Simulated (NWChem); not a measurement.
# Run report: GeH$_{3}$O$_{2}$F, single-point calculation (part 2 of 2)

GeH$_{3}$O$_{2}$F; HF/STO-3G, RHF (NWChem 7.3.0). A bond length was changed on purpose from its optimised value.

Geometry of the input (Å):
```
O  0.5694  2.1465  -0.6039
Ge 0.8148  0.9794  0.6878
O  2.4405  0.3502  0.5630
F  -1.2603  -1.2845  0.1132
H  -0.2869  2.0480  -1.0285
H  0.5909  1.4920  2.1029
H  2.7267  0.2375  -0.3477
```

What the program printed, continued
```
 Vector   15  Occ=2.000000D+00  E=-1.255717D+00
              MO Center=  1.5D+00,  1.1D+00, -2.7D-02, r^2= 2.5D+00
   Bfn.  Coefficient  Atom+Function         Bfn.  Coefficient  Atom+Function
  ----- ------------  ---------------      ----- ------------  ---------------
    25      0.661560  3 O  s                  2     -0.581395  1 O  s
    24     -0.180556  3 O  s                  1      0.158351  1 O  s

 Vector   16  Occ=2.000000D+00  E=-7.248301D-01
              MO Center=  8.8D-01,  9.7D-01,  6.5D-01, r^2= 4.0D-01
   Bfn.  Coefficient  Atom+Function         Bfn.  Coefficient  Atom+Function
  ----- ------------  ---------------      ----- ------------  ---------------
    23     -0.521725  2 Ge d  2              21      0.501551  2 Ge d  0
    22      0.504017  2 Ge d  1              19      0.381164  2 Ge d -2

 Vector   17  Occ=2.000000D+00  E=-7.223592D-01
              MO Center=  8.0D-01,  1.0D+00,  6.6D-01, r^2= 3.1D-01
   Bfn.  Coefficient  Atom+Function         Bfn.  Coefficient  Atom+Function
  ----- ------------  ---------------      ----- ------------  ---------------
    20      0.739582  2 Ge d -1              21      0.462538  2 Ge d  0
    23      0.424060  2 Ge d  2

 Vector   18  Occ=2.000000D+00  E=-7.191014D-01
              MO Center=  8.2D-01,  9.8D-01,  6.9D-01, r^2= 1.5D-01
   Bfn.  Coefficient  Atom+Function         Bfn.  Coefficient  Atom+Function
  ----- ------------  ---------------      ----- ------------  ---------------
    19      0.681456  2 Ge d -2              23      0.606115  2 Ge d  2
    20     -0.359111  2 Ge d -1              22      0.158948  2 Ge d  1

 Vector   19  Occ=2.000000D+00  E=-7.168510D-01
              MO Center=  8.1D-01,  1.0D+00,  6.6D-01, r^2= 2.6D-01
   Bfn.  Coefficient  Atom+Function         Bfn.  Coefficient  Atom+Function
  ----- ------------  ---------------      ----- ------------  ---------------
    21      0.689602  2 Ge d  0              20     -0.508714  2 Ge d -1
    19     -0.341617  2 Ge d -2              22     -0.247411  2 Ge d  1
    23      0.226220  2 Ge d  2

 Vector   20  Occ=2.000000D+00  E=-7.161334D-01
              MO Center=  8.4D-01,  9.7D-01,  6.8D-01, r^2= 2.0D-01
   Bfn.  Coefficient  Atom+Function         Bfn.  Coefficient  Atom+Function
  ----- ------------  ---------------      ----- ------------  ---------------
    22      0.803919  2 Ge d  1              19     -0.486272  2 Ge d -2
    23      0.295915  2 Ge d  2

 Vector   21  Occ=2.000000D+00  E=-6.693363D-01
              MO Center=  1.2D+00,  1.2D+00,  5.0D-01, r^2= 2.7D+00
   Bfn.  Coefficient  Atom+Function         Bfn.  Coefficient  Atom+Function
  ----- ------------  ---------------      ----- ------------  ---------------
    15      0.579473  2 Ge s                 36     -0.255944  7 H  s
    26     -0.241193  3 O  px                34     -0.231559  5 H  s
     5      0.224435  1 O  pz                35      0.224353  6 H  s
    28      0.207339  3 O  pz                 3      0.192002  1 O  px
    11     -0.167950  2 Ge s

 Vector   22  Occ=2.000000D+00  E=-5.784905D-01
              MO Center=  1.2D+00,  1.3D+00, -3.8D-02, r^2= 2.8D+00
   Bfn.  Coefficient  Atom+Function         Bfn.  Coefficient  Atom+Function
  ----- ------------  ---------------      ----- ------------  ---------------
     3      0.375413  1 O  px                28     -0.377127  3 O  pz
    34     -0.364143  5 H  s                 36      0.298217  7 H  s
     5      0.265708  1 O  pz                25     -0.227907  3 O  s
    18     -0.203400  2 Ge pz                 2      0.178400  1 O  s
    17      0.175580  2 Ge py                23      0.155045  2 Ge d  2

 Vector   23  Occ=2.000000D+00  E=-5.172025D-01
              MO Center=  1.0D+00,  1.3D+00,  6.2D-01, r^2= 3.0D+00
   Bfn.  Coefficient  Atom+Function         Bfn.  Coefficient  Atom+Function
  ----- ------------  ---------------      ----- ------------  ---------------
     3      0.372920  1 O  px                35     -0.357836  6 H  s
    28      0.317315  3 O  pz                 2      0.277585  1 O  s
    36     -0.277397  7 H  s                 15     -0.260759  2 Ge s
    16      0.261670  2 Ge px                25      0.203150  3 O  s
    34     -0.182373  5 H  s                 18     -0.179936  2 Ge pz

 Vector   24  Occ=2.000000D+00  E=-4.686015D-01
              MO Center=  1.2D+00,  1.3D+00,  9.8D-02, r^2= 2.6D+00
   Bfn.  Coefficient  Atom+Function         Bfn.  Coefficient  Atom+Function
  ----- ------------  ---------------      ----- ------------  ---------------
     4      0.532822  1 O  py                26      0.401948  3 O  px
    18      0.292644  2 Ge pz                28      0.256284  3 O  pz
     2      0.253961  1 O  s                 25      0.239082  3 O  s
    15     -0.230417  2 Ge s                  5      0.216331  1 O  pz
    17      0.214924  2 Ge py                35      0.172913  6 H  s

 Vector   25  Occ=2.000000D+00  E=-4.092493D-01
              MO Center=  2.0D+00,  6.7D-01,  4.3D-01, r^2= 1.8D+00
   Bfn.  Coefficient  Atom+Function         Bfn.  Coefficient  Atom+Function
  ----- ------------  ---------------      ----- ------------  ---------------
    27      0.826203  3 O  py                 3     -0.244112  1 O  px
    26      0.226189  3 O  px                 2     -0.198146  1 O  s
    17      0.194819  2 Ge py                 4     -0.156519  1 O  py
     5      0.153676  1 O  pz

 Vector   26  Occ=2.000000D+00  E=-4.018281D-01
              MO Center=  1.2D+00,  1.4D+00,  1.4D-01, r^2= 2.8D+00
   Bfn.  Coefficient  Atom+Function         Bfn.  Coefficient  Atom+Function
  ----- ------------  ---------------      ----- ------------  ---------------
     5      0.531671  1 O  pz                27     -0.382995  3 O  py
    28      0.309378  3 O  pz                 3     -0.298234  1 O  px
    35     -0.259639  6 H  s                 25      0.244031  3 O  s
     4     -0.217710  1 O  py                18     -0.216966  2 Ge pz
    16     -0.211235  2 Ge px                 2     -0.150762  1 O  s

 Vector   27  Occ=2.000000D+00  E=-3.811103D-01
              MO Center=  1.2D+00,  1.5D+00, -3.4D-02, r^2= 2.5D+00
   Bfn.  Coefficient  Atom+Function         Bfn.  Coefficient  Atom+Function
  ----- ------------  ---------------      ----- ------------  ---------------
     4      0.583247  1 O  py                26     -0.472790  3 O  px
     5      0.415166  1 O  pz                 3     -0.290899  1 O  px
    28     -0.256327  3 O  pz                35     -0.185466  6 H  s
    16      0.159097  2 Ge px

 Vector   28  Occ=2.000000D+00  E=-3.395375D-01
              MO Center= -1.3D+00, -1.3D+00,  1.1D-01, r^2= 3.3D-01
   Bfn.  Coefficient  Atom+Function         Bfn.  Coefficient  Atom+Function
  ----- ------------  ---------------      ----- ------------  ---------------
    33      0.730903  4 F  pz                32     -0.558607  4 F  py
    31      0.391453  4 F  px

 Vector   29  Occ=2.000000D+00  E=-3.394632D-01
              MO Center= -1.3D+00, -1.3D+00,  1.1D-01, r^2= 3.3D-01
   Bfn.  Coefficient  Atom+Function         Bfn.  Coefficient  Atom+Function
  ----- ------------  ---------------      ----- ------------  ---------------
    33     -0.655350  4 F  pz                31      0.630322  4 F  px
    32     -0.415690  4 F  py

 Vector   30  Occ=2.000000D+00  E=-1.591387D-01
              MO Center= -4.9D-01, -4.9D-01,  2.7D-01, r^2= 3.1D+00
   Bfn.  Coefficient  Atom+Function         Bfn.  Coefficient  Atom+Function
  ----- ------------  ---------------      ----- ------------  ---------------
    32      0.557652  4 F  py                31      0.521481  4 F  px
    17     -0.340580  2 Ge py                16     -0.286893  2 Ge px
    15      0.278736  2 Ge s                  4      0.233117  1 O  py
    26      0.194741  3 O  px                27      0.179593  3 O  py
    35     -0.177135  6 H  s

 Vector   31  Occ=0.000000D+00  E= 9.564705D-02
              MO Center= -8.0D-02, -3.9D-02,  4.0D-01, r^2= 3.1D+00
   Bfn.  Coefficient  Atom+Function         Bfn.  Coefficient  Atom+Function
  ----- ------------  ---------------      ----- ------------  ---------------
    15      0.458424  2 Ge s                 17     -0.459219  2 Ge py
    32     -0.448156  4 F  py                31     -0.418417  4 F  px
    16     -0.389262  2 Ge px                 4      0.247244  1 O  py
    35     -0.228041  6 H  s                 26      0.219735  3 O  px
    27      0.159454  3 O  py

 Vector   32  Occ=0.000000D+00  E= 3.985693D-01
              MO Center=  1.0D+00,  1.5D+00,  4.0D-01, r^2= 2.2D+00
   Bfn.  Coefficient  Atom+Function         Bfn.  Coefficient  Atom+Function
  ----- ------------  ---------------      ----- ------------  ---------------
    15      0.793385  2 Ge s                  2     -0.610972  1 O  s
    17      0.578916  2 Ge py                35     -0.484602  6 H  s
    34      0.377601  5 H  s                 16      0.353877  2 Ge px
    25     -0.354228  3 O  s                  4      0.333749  1 O  py
     5     -0.285509  1 O  pz                27     -0.264134  3 O  py

 Vector   33  Occ=0.000000D+00  E= 4.387104D-01
              MO Center=  1.1D+00,  8.5D-01,  5.5D-01, r^2= 2.2D+00
   Bfn.  Coefficient  Atom+Function         Bfn.  Coefficient  Atom+Function
  ----- ------------  ---------------      ----- ------------  ---------------
    16      0.805697  2 Ge px                25     -0.643777  3 O  s
    17     -0.608608  2 Ge py                26      0.424933  3 O  px
    36      0.380964  7 H  s                  5      0.282901  1 O  pz
     2      0.279887  1 O  s                 18      0.256058  2 Ge pz
    28      0.197581  3 O  pz                 4     -0.195649  1 O  py

 Vector   34  Occ=0.000000D+00  E= 5.247635D-01
              MO Center=  7.5D-01,  1.1D+00,  1.0D+00, r^2= 2.2D+00
   Bfn.  Coefficient  Atom+Function         Bfn.  Coefficient  Atom+Function
  ----- ------------  ---------------      ----- ------------  ---------------
    18      1.084813  2 Ge pz                35     -0.971698  6 H  s
    15      0.281103  2 Ge s                  2      0.278642  1 O  s
     4     -0.278903  1 O  py                16     -0.258541  2 Ge px
    14     -0.245110  2 Ge pz                17      0.227060  2 Ge py
    26     -0.192129  3 O  px                34     -0.176189  5 H  s

 Vector   35  Occ=0.000000D+00  E= 6.925417D-01
              MO Center=  3.2D-01,  1.8D+00, -6.9D-01, r^2= 2.0D+00
   Bfn.  Coefficient  Atom+Function         Bfn.  Coefficient  Atom+Function
  ----- ------------  ---------------      ----- ------------  ---------------
    34      1.029296  5 H  s                  3      0.719434  1 O  px
     5      0.523705  1 O  pz                 2     -0.353669  1 O  s
    18      0.329614  2 Ge pz                36     -0.330008  7 H  s
    28     -0.289902  3 O  pz                17     -0.263635  2 Ge py
    25      0.177793  3 O  s                 15     -0.162563  2 Ge s

 Vector   36  Occ=0.000000D+00  E= 6.987243D-01
              MO Center=  2.3D+00,  5.1D-01, -1.3D-02, r^2= 2.0D+00
   Bfn.  Coefficient  Atom+Function         Bfn.  Coefficient  Atom+Function
  ----- ------------  ---------------      ----- ------------  ---------------
    36      1.018182  7 H  s                 28      0.745273  3 O  pz
    26     -0.471179  3 O  px                15     -0.351347  2 Ge s
    16     -0.348192  2 Ge px                25     -0.337189  3 O  s
    34      0.331164  5 H  s                  3      0.273350  1 O  px
    27      0.200131  3 O  py                35      0.153638  6 H  s

 center of mass
 --------------
 x =   1.29221119 y =   1.35505115 z =   0.78388728

 moments of inertia (a.u.)
 ------------------
         529.949135478380        -218.479501304485         -69.614576279287
        -218.479501304485         562.620249873421          27.312456605934
         -69.614576279287          27.312456605934         880.130554034823

  Mulliken analysis of the total density
  --------------------------------------

    Atom       Charge   Shell Charges
 -----------   ------   -------------------------------------------------------
    1 O    8     8.45   2.00  1.84  4.61
    2 Ge  32    31.14   2.00  2.00  6.00  2.00  5.94  1.21  2.04  9.95
    3 O    8     8.44   2.00  1.84  4.60
    4 F    9     9.24   2.00  2.00  5.25
    5 H    1     0.81   0.81
    6 H    1     1.11   1.11
    7 H    1     0.81   0.81

       Multipole analysis of the density wrt the origin
       ------------------------------------------------

     L   x y z        total         open         nuclear
     -   - - -        -----         ----         -------
     0   0 0 0     -0.000000      0.000000     60.000000

     1   1 0 0      0.228872      0.000000     79.064761
     1   0 1 0      0.735057      0.000000     82.261653
     1   0 0 1     -0.150557      0.000000     44.269231

     2   2 0 0    -24.549228      0.000000    334.413091
     2   1 1 0     -2.447236      0.000000    205.910412
     2   1 0 1     -1.187559      0.000000     90.982832
     2   0 2 0    -24.714272      0.000000    320.900717
     2   0 1 1      1.195944      0.000000     44.285923
     2   0 0 2    -21.648240      0.000000     93.941526

 Task  times  cpu:        3.3s     wall:        3.3s
 Total times  cpu:        3.3s     wall:        3.3s
```

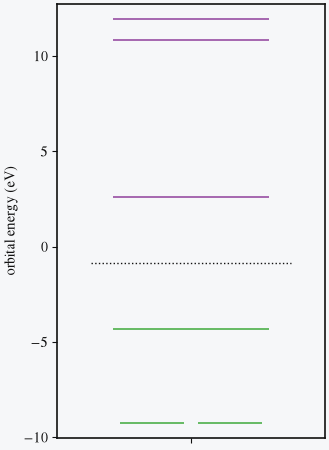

Orbital energies near the frontier; the dotted line parts filled from empty levels, and levels within 0.02 eV of each other stand side by side. Highest filled −4.33 eV, lowest empty 2.60 eV, 6.93 eV apart.

Key numbers

| quantity | value |
| --- | --- |
| outcome | converged |
| total energy | −2298.950574 hartree |
| basis functions | 36 |
| SCF solution under orbital rotations | stable |
| HOMO | −4.33 eV |
| LUMO | 2.60 eV |
| dipole moment | 1.99 D |
| wall time | 4.2 s |
| peak memory | 0.096 GiB |
